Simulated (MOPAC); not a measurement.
## Geometry relaxation, with input and output: Si₂Cl₃OF₃ (part 4 of 4)

Si₂Cl₃OF₃; PM7, closed shell, dispersion built in (MOPAC 23.2.5). The atoms were displaced at random from an optimised geometry.

Geometry of the input (Å):
```
F  -2.3269  0.0405  0.9935
Si -0.8866  0.6154  1.1951
F  -0.2185  -0.0639  2.4284
F  -0.9866  2.1500  1.4714
O  0.0010  0.3848  -0.1126
Si 0.8590  -0.5190  -1.1550
Cl 2.6102  -1.0633  -0.3136
Cl -0.2294  -2.1449  -1.6736
Cl 1.2055  0.6266  -2.8088
```

**Trajectory as extended XYZ, continued**
```
9
Properties=species:S:1:pos:R:3:forces:R:3 step=97 energy=-21.40999
F    -2.2748   -0.0637    1.2137    0.0381   0.0178   0.0062
Si   -0.8729    0.6107    1.1958   -0.0135   0.0306   0.0170
F    -0.1736    0.3509    2.5611   -0.0242   0.0085  -0.0389
F    -1.0601    2.1447    1.0139    0.0076  -0.0540   0.0068
O    -0.0166    0.0342    0.0373   -0.0085  -0.0075   0.0107
Si    0.8408   -0.5815   -1.1308   -0.0168  -0.0012  -0.0089
Cl    2.5755   -1.2390   -0.3895    0.0090  -0.0061   0.0043
Cl   -0.1710   -2.0998   -1.9480    0.0109   0.0120   0.0034
Cl    1.1803    0.8292   -2.5047   -0.0026   0.0000  -0.0005
9
Properties=species:S:1:pos:R:3:forces:R:3 step=99 energy=-21.41027
F    -2.2737   -0.0632    1.2298    0.0012   0.0007   0.0011
Si   -0.8731    0.6108    1.1958   -0.0007   0.0005  -0.0001
F    -0.1687    0.3668    2.5601    0.0001   0.0009  -0.0005
F    -1.0606    2.1413    0.9976    0.0002  -0.0007  -0.0007
O    -0.0225    0.0206    0.0402   -0.0008  -0.0024   0.0008
Si    0.8389   -0.5848   -1.1303    0.0004   0.0004  -0.0001
Cl    2.5732   -1.2451   -0.3885   -0.0004   0.0001  -0.0004
Cl   -0.1653   -2.0989   -1.9625    0.0001   0.0004  -0.0006
Cl    1.1787    0.8369   -2.4928   -0.0001   0.0000   0.0004
9
Properties=species:S:1:pos:R:3:forces:R:3 step=100 energy=-21.41028
F    -2.2737   -0.0631    1.2308   -0.0015  -0.0008   0.0011
Si   -0.8731    0.6107    1.1958    0.0010   0.0001  -0.0007
F    -0.1684    0.3678    2.5601    0.0009   0.0007   0.0007
F    -1.0605    2.1410    0.9964   -0.0001   0.0012  -0.0009
O    -0.0229    0.0195    0.0405   -0.0002  -0.0015   0.0004
Si    0.8388   -0.5851   -1.1302   -0.0004   0.0002   0.0002
Cl    2.5731   -1.2453   -0.3885    0.0005  -0.0004   0.0001
Cl   -0.1650   -2.0988   -1.9634   -0.0003  -0.0002  -0.0008
Cl    1.1785    0.8374   -2.4919    0.0000   0.0006  -0.0001
9
Properties=species:S:1:pos:R:3:forces:R:3 step=101 energy=-21.41028
F    -2.2731   -0.0639    1.2370   -0.0052  -0.0026  -0.0009
Si   -0.8732    0.6105    1.1958    0.0012  -0.0064  -0.0036
F    -0.1660    0.3739    2.5597    0.0051  -0.0012   0.0068
F    -1.0618    2.1396    0.9902   -0.0019   0.0100  -0.0013
O    -0.0249    0.0150    0.0413    0.0026   0.0023  -0.0020
Si    0.8383   -0.5861   -1.1301    0.0032   0.0002   0.0030
Cl    2.5721   -1.2476   -0.3881   -0.0030   0.0011  -0.0016
Cl   -0.1640   -2.0979   -1.9682   -0.0019  -0.0024  -0.0016
Cl    1.1791    0.8401   -2.4879   -0.0002  -0.0009   0.0012
9
Properties=species:S:1:pos:R:3:forces:R:3 step=103 energy=-21.41029
F    -2.2723   -0.0659    1.2340   -0.0010  -0.0011   0.0003
Si   -0.8731    0.6107    1.1958    0.0007  -0.0007  -0.0012
F    -0.1662    0.3718    2.5596    0.0015   0.0000   0.0019
F    -1.0640    2.1402    0.9938   -0.0007   0.0022  -0.0006
O    -0.0231    0.0193    0.0405    0.0001  -0.0005  -0.0002
Si    0.8388   -0.5852   -1.1302    0.0009   0.0003   0.0008
Cl    2.5721   -1.2476   -0.3881   -0.0010   0.0000  -0.0005
Cl   -0.1658   -2.0973   -1.9654   -0.0006  -0.0004  -0.0004
Cl    1.1805    0.8382   -2.4905    0.0001   0.0000  -0.0001
9
Properties=species:S:1:pos:R:3:forces:R:3 step=104 energy=-21.41028
F    -2.2692   -0.0720    1.2362   -0.0030  -0.0019   0.0008
Si   -0.8731    0.6107    1.1958    0.0031   0.0034  -0.0022
F    -0.1632    0.3762    2.5588    0.0009  -0.0004   0.0022
F    -1.0712    2.1392    0.9928    0.0002   0.0016  -0.0007
O    -0.0218    0.0223    0.0398   -0.0016  -0.0041   0.0008
Si    0.8391   -0.5845   -1.1303   -0.0019   0.0010   0.0001
Cl    2.5704   -1.2508   -0.3873    0.0018  -0.0012   0.0006
Cl   -0.1690   -2.0943   -1.9656    0.0002  -0.0002  -0.0003
Cl    1.1849    0.8377   -2.4907    0.0001   0.0018  -0.0014
9
Properties=species:S:1:pos:R:3:forces:R:3 step=106 energy=-21.41029
F    -2.2692   -0.0716    1.2479   -0.0008  -0.0003  -0.0015
Si   -0.8732    0.6106    1.1959   -0.0002  -0.0064   0.0020
F    -0.1590    0.3879    2.5587    0.0016   0.0000   0.0000
F    -1.0714    2.1372    0.9798   -0.0010   0.0036  -0.0002
O    -0.0263    0.0112    0.0423    0.0024   0.0059  -0.0018
Si    0.8379   -0.5871   -1.1297    0.0024  -0.0009  -0.0001
Cl    2.5691   -1.2549   -0.3872   -0.0027   0.0011  -0.0013
Cl   -0.1653   -2.0937   -1.9763   -0.0015  -0.0007   0.0005
Cl    1.1839    0.8438   -2.4815   -0.0002  -0.0022   0.0023
9
Properties=species:S:1:pos:R:3:forces:R:3 step=107 energy=-21.41030
F    -2.2689   -0.0726    1.2425   -0.0004  -0.0004   0.0002
Si   -0.8731    0.6107    1.1958    0.0001  -0.0017   0.0005
F    -0.1606    0.3828    2.5587    0.0012   0.0007   0.0007
F    -1.0721    2.1381    0.9860   -0.0005   0.0016  -0.0008
O    -0.0240    0.0169    0.0411    0.0001   0.0004  -0.0005
Si    0.8385   -0.5857   -1.1300    0.0012  -0.0002  -0.0001
Cl    2.5695   -1.2533   -0.3872   -0.0011   0.0002  -0.0006
Cl   -0.1674   -2.0937   -1.9712   -0.0007  -0.0003  -0.0001
Cl    1.1849    0.8408   -2.4860    0.0000  -0.0002   0.0007
9
Properties=species:S:1:pos:R:3:forces:R:3 step=109 energy=-21.41031
F    -2.2658   -0.0786    1.2473    0.0018  -0.0001   0.0003
Si   -0.8731    0.6106    1.1958   -0.0007  -0.0009   0.0013
F    -0.1567    0.3897    2.5578    0.0005   0.0012  -0.0008
F    -1.0793    2.1366    0.9821   -0.0008  -0.0002  -0.0005
O    -0.0238    0.0174    0.0409   -0.0001   0.0007  -0.0004
Si    0.8386   -0.5856   -1.1301    0.0012  -0.0004  -0.0003
Cl    2.5676   -1.2574   -0.3864   -0.0013   0.0000  -0.0006
Cl   -0.1696   -2.0906   -1.9738   -0.0006   0.0001   0.0000
Cl    1.1890    0.8418   -2.4841    0.0001  -0.0003   0.0010
9
Properties=species:S:1:pos:R:3:forces:R:3 step=110 energy=-21.41004
F    -2.2359   -0.1358    1.2886    0.0708   0.0402  -0.0012
Si   -0.8730    0.6108    1.1958   -0.0386   0.0324   0.0406
F    -0.1215    0.4516    2.5496   -0.0392   0.0091  -0.0608
F    -1.1479    2.1234    0.9507    0.0150  -0.0818   0.0152
O    -0.0199    0.0267    0.0389   -0.0082  -0.0021   0.0061
Si    0.8397   -0.5833   -1.1306    0.0018  -0.0034  -0.0079
Cl    2.5493   -1.2955   -0.3790   -0.0078   0.0026  -0.0046
Cl   -0.1925   -2.0611   -1.9947    0.0086   0.0100   0.0053
Cl    1.2289    0.8482   -2.4700   -0.0025  -0.0070   0.0073
9
Properties=species:S:1:pos:R:3:forces:R:3 step=112 energy=-21.41033
F    -2.2455   -0.1156    1.2787    0.0070   0.0020   0.0015
Si   -0.8730    0.6103    1.1959   -0.0004   0.0132   0.0040
F    -0.1320    0.4350    2.5517   -0.0077   0.0010  -0.0112
F    -1.1248    2.1261    0.9569    0.0033  -0.0153   0.0032
O    -0.0229    0.0197    0.0402   -0.0026  -0.0008   0.0035
Si    0.8390   -0.5852   -1.1302   -0.0083   0.0003  -0.0033
Cl    2.5548   -1.2834   -0.3816    0.0059  -0.0043   0.0022
Cl   -0.1838   -2.0708   -1.9912    0.0032   0.0023   0.0017
Cl    1.2153    0.8479   -2.4710   -0.0005   0.0015  -0.0017
9
Properties=species:S:1:pos:R:3:forces:R:3 step=113 energy=-21.41034
F    -2.2463   -0.1141    1.2790    0.0081   0.0035   0.0002
Si   -0.8731    0.6105    1.1959   -0.0041   0.0032   0.0026
F    -0.1327    0.4343    2.5517   -0.0035   0.0009  -0.0053
F    -1.1229    2.1264    0.9569    0.0014  -0.0072   0.0012
O    -0.0236    0.0185    0.0405   -0.0016   0.0000   0.0011
Si    0.8386   -0.5853   -1.1303   -0.0013  -0.0006  -0.0009
Cl    2.5551   -1.2831   -0.3816    0.0005  -0.0008  -0.0003
Cl   -0.1824   -2.0716   -1.9917    0.0012   0.0011   0.0007
Cl    1.2141    0.8483   -2.4708   -0.0007  -0.0001   0.0006
9
Properties=species:S:1:pos:R:3:forces:R:3 step=115 energy=-21.41035
F    -2.2458   -0.1142    1.2822    0.0008  -0.0004   0.0001
Si   -0.8731    0.6106    1.1959   -0.0006  -0.0008   0.0004
F    -0.1318    0.4378    2.5515    0.0006   0.0005  -0.0001
F    -1.1234    2.1256    0.9535   -0.0004   0.0004  -0.0004
O    -0.0245    0.0159    0.0412    0.0002   0.0011  -0.0003
Si    0.8383   -0.5860   -1.1301    0.0005  -0.0005   0.0001
Cl    2.5547   -1.2846   -0.3818   -0.0005  -0.0001  -0.0005
Cl   -0.1815   -2.0713   -1.9945   -0.0006  -0.0001   0.0003
Cl    1.2138    0.8500   -2.4682   -0.0001  -0.0002   0.0005
9
Properties=species:S:1:pos:R:3:forces:R:3 step=116 energy=-21.41035
F    -2.2448   -0.1163    1.2828    0.0032   0.0004   0.0001
Si   -0.8731    0.6105    1.1959   -0.0013   0.0019   0.0013
F    -0.1308    0.4390    2.5512   -0.0010   0.0007  -0.0022
F    -1.1259    2.1253    0.9535    0.0002  -0.0032   0.0004
O    -0.0240    0.0172    0.0409   -0.0001   0.0009  -0.0004
Si    0.8385   -0.5857   -1.1302    0.0013  -0.0001   0.0006
Cl    2.5541   -1.2856   -0.3815   -0.0015   0.0002  -0.0009
Cl   -0.1826   -2.0702   -1.9943   -0.0004   0.0001   0.0002
Cl    1.2155    0.8497   -2.4685   -0.0003  -0.0008   0.0009
9
Properties=species:S:1:pos:R:3:forces:R:3 step=118 energy=-21.41035
F    -2.2360   -0.1308    1.2959    0.0046   0.0019  -0.0003
Si   -0.8731    0.6106    1.1958   -0.0013   0.0034   0.0037
F    -0.1219    0.4588    2.5486   -0.0025   0.0004  -0.0048
F    -1.1438    2.1204    0.9420   -0.0002  -0.0052   0.0018
O    -0.0234    0.0172    0.0412   -0.0002  -0.0011   0.0006
Si    0.8387   -0.5859   -1.1299   -0.0009   0.0007  -0.0012
Cl    2.5493   -1.2970   -0.3805   -0.0002  -0.0003   0.0001
Cl   -0.1878   -2.0622   -2.0019    0.0002   0.0008   0.0012
Cl    1.2250    0.8530   -2.4617    0.0006  -0.0006  -0.0010
9
Properties=species:S:1:pos:R:3:forces:R:3 step=119 energy=-21.41035
F    -2.2339   -0.1344    1.2977    0.0038   0.0015   0.0006
Si   -0.8731    0.6106    1.1958   -0.0009   0.0051   0.0015
F    -0.1201    0.4618    2.5480   -0.0024   0.0009  -0.0037
F    -1.1483    2.1196    0.9411    0.0008  -0.0069   0.0015
O    -0.0229    0.0186    0.0410   -0.0010  -0.0013   0.0008
Si    0.8388   -0.5855   -1.1301    0.0008   0.0006  -0.0002
Cl    2.5482   -1.2992   -0.3801   -0.0012   0.0004  -0.0005
Cl   -0.1895   -2.0604   -2.0023    0.0001   0.0007   0.0002
Cl    1.2278    0.8529   -2.4617    0.0001  -0.0009  -0.0002
9
Properties=species:S:1:pos:R:3:forces:R:3 step=121 energy=-21.41033
F    -2.2494   -0.1079    1.2807    0.0038  -0.0001  -0.0010
Si   -0.8731    0.6103    1.1957   -0.0002  -0.0060   0.0088
F    -0.1348    0.4344    2.5526    0.0003  -0.0003  -0.0042
F    -1.1147    2.1265    0.9530   -0.0060   0.0090  -0.0016
O    -0.0259    0.0123    0.0418    0.0026  -0.0040   0.0000
Si    0.8382   -0.5876   -1.1295   -0.0108   0.0033  -0.0044
Cl    2.5566   -1.2812   -0.3828    0.0067  -0.0051   0.0035
Cl   -0.1783   -2.0744   -1.9954    0.0009   0.0004   0.0034
Cl    1.2082    0.8509   -2.4663    0.0027   0.0027  -0.0046
9
Properties=species:S:1:pos:R:3:forces:R:3 step=122 energy=-21.41033
F    -2.2270   -0.1444    1.3063   -0.0182  -0.0111   0.0026
Si   -0.8731    0.6106    1.1959    0.0129  -0.0001  -0.0134
F    -0.1138    0.4746    2.5452    0.0073  -0.0020   0.0144
F    -1.1619    2.1154    0.9353   -0.0011   0.0140  -0.0029
O    -0.0226    0.0197    0.0406    0.0002  -0.0006  -0.0012
Si    0.8388   -0.5850   -1.1303    0.0000   0.0021   0.0047
Cl    2.5442   -1.3064   -0.3789    0.0016  -0.0007   0.0006
Cl   -0.1938   -2.0544   -2.0062   -0.0017  -0.0025  -0.0031
Cl    1.2361    0.8542   -2.4585   -0.0010   0.0009  -0.0017
9
Properties=species:S:1:pos:R:3:forces:R:3 step=124 energy=-21.41035
F    -2.2333   -0.1348    1.3002    0.0021   0.0012   0.0000
Si   -0.8730    0.6107    1.1959   -0.0024  -0.0003   0.0019
F    -0.1194    0.4642    2.5478    0.0007   0.0010  -0.0015
F    -1.1488    2.1190    0.9391   -0.0007  -0.0019   0.0001
O    -0.0237    0.0170    0.0412    0.0000   0.0004   0.0007
Si    0.8385   -0.5858   -1.1300    0.0007  -0.0012  -0.0020
Cl    2.5475   -1.3001   -0.3798   -0.0005   0.0004  -0.0003
Cl   -0.1889   -2.0600   -2.0044   -0.0003   0.0008   0.0010
Cl    1.2279    0.8537   -2.4603    0.0005  -0.0004   0.0002
9
Properties=species:S:1:pos:R:3:forces:R:3 step=125 energy=-21.41035
F    -2.2299   -0.1403    1.3040   -0.0009   0.0002   0.0002
Si   -0.8730    0.6107    1.1959    0.0004   0.0008  -0.0001
F    -0.1162    0.4703    2.5466    0.0002  -0.0001   0.0000
F    -1.1559    2.1172    0.9365    0.0006  -0.0007   0.0002
O    -0.0232    0.0182    0.0409   -0.0002  -0.0004   0.0002
Si    0.8386   -0.5855   -1.1301    0.0008  -0.0001  -0.0002
Cl    2.5457   -1.3038   -0.3792   -0.0002   0.0005  -0.0003
Cl   -0.1913   -2.0569   -2.0060   -0.0004   0.0000   0.0000
Cl    1.2322    0.8542   -2.4590   -0.0003  -0.0004   0.0000
```

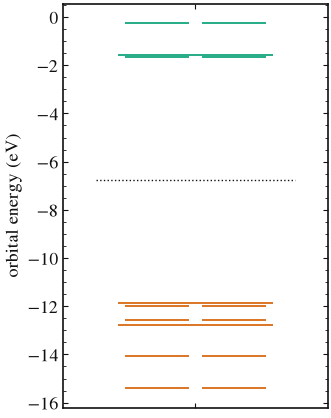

Figure 1. Orbital energies near the frontier; the dotted line parts filled from empty levels, and levels within 0.02 eV of each other stand side by side. Highest filled −11.85 eV, lowest empty −1.67 eV, 10.18 eV apart.

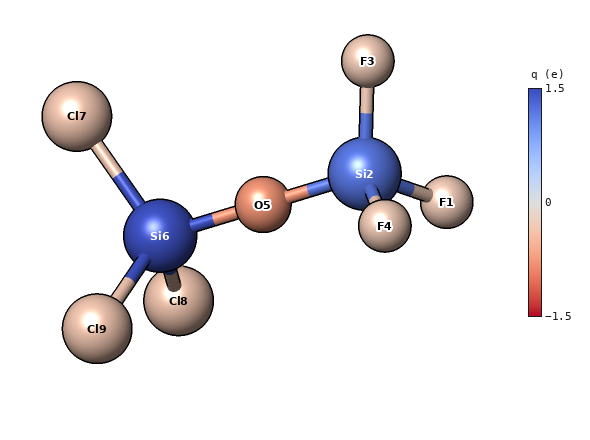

Figure 2. Mulliken charges, as the colour of each atom (ball-and-stick view, seen at a tilt; atoms are numbered from 1 in the order of the input). By element: F −0.29, Si +1.19 to +1.45, O −0.77 and Cl −0.33 e.
